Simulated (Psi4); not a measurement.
**PH2 (SMILES [PH2]): UHF/cc-pVTZ (sweep point 6)**

What is the vertical electron affinity of PH2 at UHF/cc-pVTZ (sweep point 6)? Input form: a Python script.

Program for the calculation: Psi4 1.11.

## (1) The molecule

PH2: 3 atoms, total charge 0, spin state doublet. As SMILES, `[PH2]`. The shape is that of a PBE0-D4/def2-TZVP optimisation.

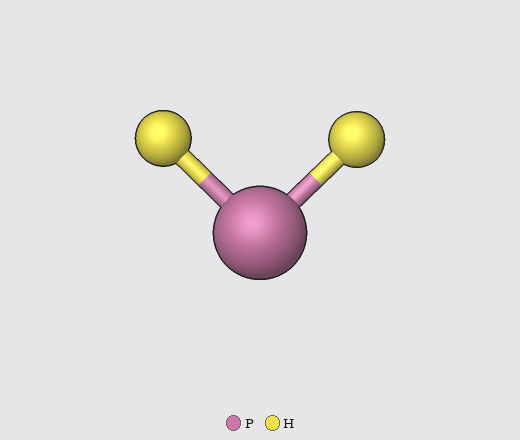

Viewed from a chosen angle; phosphorus pink, hydrogen yellow.

## (2) A single-point energy at UHF/cc-pVTZ (sweep point 6)

Contents of calc.py:

```python
import psi4

psi4.set_memory(1600000000)
psi4.set_num_threads(1)
psi4.core.set_output_file('output.dat', False)

geom = psi4.geometry("""
0 2
P      0.525730    -0.309370     0.258210
H      0.114640     1.051490     0.176750
H     -0.640370    -0.742120    -0.434970
symmetry c1
""")

psi4.set_options({
    'basis': 'cc-pVTZ',
    'reference': 'uhf',
    'puream': True,
    'scf_type': 'pk',
    'maxiter': 100,
})

E, wfn = psi4.energy("hf", return_wfn=True)
print(f'total energy {E:.8f} hartree = {E * 27.211386:.5f} eV')
```

On the command line:

```
python calc.py
```

output.dat:

```text
[...]
  Running in c1 symmetry.
[...]
  Nuclear repulsion =   11.408385682516982
[...]
  Multiplicity = 2
[...]
  Nalpha       = 9
  Nbeta        = 8
[...]
    Number of basis functions: 62
[...]
   @UHF iter   1:  -341.86361274151255   -4.77997e-01   2.55411e-03 DIIS/ADIIS
[...]
   @UHF iter   8:  -341.88684682015662   -3.30436e-08   4.43853e-07 DIIS
[...]
   @S^2 Observed:                7.687381324E-01
[...]
    Orbital Energies [Eh]
    ---------------------
    Alpha Occupied:
       1A    -79.957862     2A     -7.500956     3A     -5.405449
       4A     -5.391335     5A     -5.389826     6A     -0.854740
       7A     -0.521329     8A     -0.429749     9A     -0.376445
    Alpha Virtual:
      10A      0.143025    11A      0.149331    12A      0.299240
      13A      0.310016    14A      0.391108    15A      0.405373
      16A      0.411564    17A      0.413101    18A      0.420321
      19A      0.497378    20A      0.562866    21A      0.689380
      22A      0.776984    23A      0.968744    24A      1.014200
      25A      1.039075    26A      1.088874    27A      1.251294
[...]
  @UHF Final Energy:  -341.88684682015662
   => Energetics <=
    Nuclear Repulsion Energy =             11.4083856825169825
    One-Electron Energy =                -495.4650052914257117
    Two-Electron Energy =                 142.1697727887520841
    Total Energy =                       -341.8868468201566202
  UHF NO Occupations:
  HONO-2 :    7  A 1.9993519
  HONO-1 :    8  A 1.9915827
[...]
 Multipole Moments:
 ------------------------------------------------------------------------------------
     Multipole            Electronic (a.u.)      Nuclear  (a.u.)        Total (a.u.)
 ------------------------------------------------------------------------------------
 L = 1.  Multiply by 2.5417464519 to convert [e a0] to [Debye]
 Dipole X            :          1.3712259           -1.5940472           -0.2228212
 Dipole Y            :         -0.7283717            0.8467280            0.1183562
 Dipole Z            :          0.0000000            0.0000000            0.0000000
 Magnitude           :                                                    0.2523044
[...]
```

On the terminal:

```text
total energy -341.88684682 hartree = -9303.21496 eV
```

Wall time 3.6 s (1 thread of Intel Xeon at 2.70GHz, shared host); peak memory 0.41 GiB.

## (3) The singlet anion

Contents of run.py:

```python
import psi4

psi4.set_memory('1600 MB')
psi4.set_num_threads(1)
psi4.set_output_file('h2p.out', False)

mol = psi4.geometry("""
-1 1
P      0.525730    -0.309370     0.258210
H      0.114640     1.051490     0.176750
H     -0.640370    -0.742120    -0.434970
symmetry c1
""")

psi4.set_options(dict(basis='cc-pVTZ', puream=True, scf_type='pk'))

e_tot = psi4.energy("scf", molecule=mol)
print('E =', round(e_tot, 9))
```

On the command line:

```
python run.py
```

h2p.out:

```text
[...]
  Running in c1 symmetry.
[...]
  Nuclear repulsion =   11.408385682516982
[...]
  Multiplicity = 1
[...]
  Nalpha       = 9
  Nbeta        = 9
[...]
    Number of basis functions: 62
[...]
   @RHF iter   1:  -341.80799383606035   -4.22378e-01   4.80450e-03 DIIS/ADIIS
[...]
   @RHF iter   7:  -341.87701683240812   -4.10771e-08   6.13145e-07 DIIS
[...]
    Orbital Energies [Eh]
    ---------------------
    Doubly Occupied:
       1A    -79.636727     2A     -7.181693     3A     -5.075670
       4A     -5.074955     5A     -5.074073     6A     -0.535879
       7A     -0.245225     8A     -0.141739     9A     -0.026992
[...]
  @RHF Final Energy:  -341.87701683240812
   => Energetics <=
    Nuclear Repulsion Energy =             11.4083856825169825
    One-Electron Energy =                -500.5848947551054380
    Two-Electron Energy =                 147.2994922401803422
    Total Energy =                       -341.8770168324081169
[...]
 Multipole Moments:
 ------------------------------------------------------------------------------------
     Multipole            Electronic (a.u.)      Nuclear  (a.u.)        Total (a.u.)
 ------------------------------------------------------------------------------------
 L = 1.  Multiply by 2.5417464519 to convert [e a0] to [Debye]
 Dipole X            :          1.5271239           -1.5940472           -0.0669232
 Dipole Y            :         -0.8111833            0.8467280            0.0355446
 Dipole Z            :         -0.0000000            0.0000000           -0.0000000
 Magnitude           :                                                    0.0757769
[...]
```

Standard output:

```text
E = -341.877016832
```

It took 3.9 s on 1 thread of Intel Xeon at 2.70GHz, shared host; peak memory 0.41 GiB.

## (4) Outcome

Level: UHF/cc-pVTZ (sweep point 6).

| quantity | value |
| --- | --- |
| doublet PH2: total energy | -341.88685 Eh |
| doublet PH2: dipole moment | 0.64 D |
| doublet PH2: HOMO energy (highest over α and β) | -10.24 eV |
| doublet PH2: LUMO energy (lowest over α and β) | 1.11 eV |
| doublet PH2: ⟨S²⟩ | 0.769 |
| singlet anion: total energy | -341.87702 Eh |
| singlet anion: HOMO energy | -0.73 eV |
| singlet anion: LUMO energy | 9.71 eV |
| singlet anion: HOMO–LUMO gap (to an unbound level, set by the basis) | 10.44 eV |
| vertical electron affinity (to the singlet anion) | -0.267 eV |

The anion lies 0.27 eV (6.2 kcal/mol) above the neutral: the electron isn't bound at this level, and such a value depends on the basis. Without diffuse functions anions come out too high. Hartree–Fock misses the correlation that binds many anions.
